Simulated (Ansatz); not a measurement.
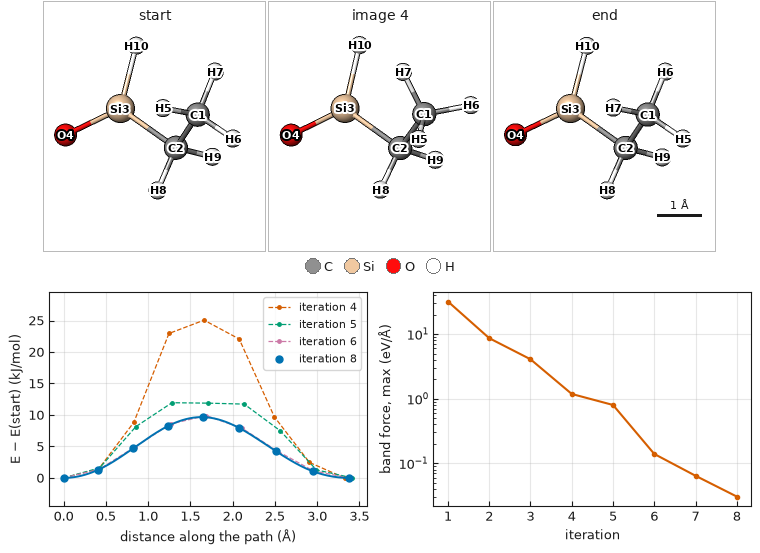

A search for the minimum-energy path of C₂H₆OSi by the nudged elastic band. Images are numbered from 0 (start) to 8 (end). The plot follows the band through its iterations. A ball-and-stick model, seen from a free direction.

All numbers below come from RKS revPBE/def2-SVP in Ansatz 0.2.0.

The input:
```yaml
crystal:
  periodic: [false, false, false]
  atoms:
    - { symbol: C, position_ang: [-1.048253, 0.68251, -0.346455] }
    - { symbol: C, position_ang: [-0.236478, -0.28995, 0.536573] }
    - { symbol: Si, position_ang: [1.520159, -0.65338, -0.067446] }
    - { symbol: O, position_ang: [2.236537, -2.037248, -0.06939] }
    - { symbol: H, position_ang: [-1.25703, 0.253138, -1.348127] }
    - { symbol: H, position_ang: [-2.026266, 0.920369, 0.120581] }
    - { symbol: H, position_ang: [-0.517548, 1.645274, -0.501998] }
    - { symbol: H, position_ang: [-0.752677, -1.264015, 0.671388] }
    - { symbol: H, position_ang: [-0.115091, 0.133949, 1.561723] }
    - { symbol: H, position_ang: [2.196656, 0.609354, -0.556849] }
basis:
  gaussian: { orbitals: def2-SVP }
hamiltonian:
  xc: revpbe
neb:
  order_check: false
  images: 7
  f_tol: 0.05
  max_iterations: 60
  initial_path: linear
  final_atoms:
    - { symbol: C, position_ang: [-1.04396469, 0.67442624, -0.37453884] }
    - { symbol: C, position_ang: [-0.28572243, -0.40860561, 0.42327827] }
    - { symbol: Si, position_ang: [1.56740963, -0.5316535, 0.05803166] }
    - { symbol: O, position_ang: [2.40232285, -1.83893916, -0.0925072] }
    - { symbol: H, position_ang: [-2.09801544, 0.75139755, -0.03657484] }
    - { symbol: H, position_ang: [-0.58699262, 1.67874779, -0.25103454] }
    - { symbol: H, position_ang: [-1.06167638, 0.44930336, -1.46090937] }
    - { symbol: H, position_ang: [-0.72365503, -1.41896088, 0.27929428] }
    - { symbol: H, position_ang: [-0.35790561, -0.19938346, 1.51710656] }
    - { symbol: H, position_ang: [2.18820871, 0.84366867, -0.06214599] }
```

Run as
```bash
ansatz run input.yaml --threads 1 --pin off --max-ram 2048MiB --backend cpu --events-out ev --progress --plain --runs-dir out
```

**Did the band converge, and can the barrier be trusted?**

The run is converged, with reservations. The band converged in 8 iterations. The largest component of the band force went from 32 to 0.031 eV/Å. The climbing image converged on the top of the path. Its curvatures weren't checked. The straight starting path can push atoms close together and costs iterations. The first iteration put the highest image at 1419.4 kJ/mol. The two ends have the same energy, and the highest point, image 4, lies 9.7 kJ/mol above the start.

The run took 2.7 min on 1 thread of Arm Neoverse V1, with other jobs on the host, peak memory 0.12 GiB.
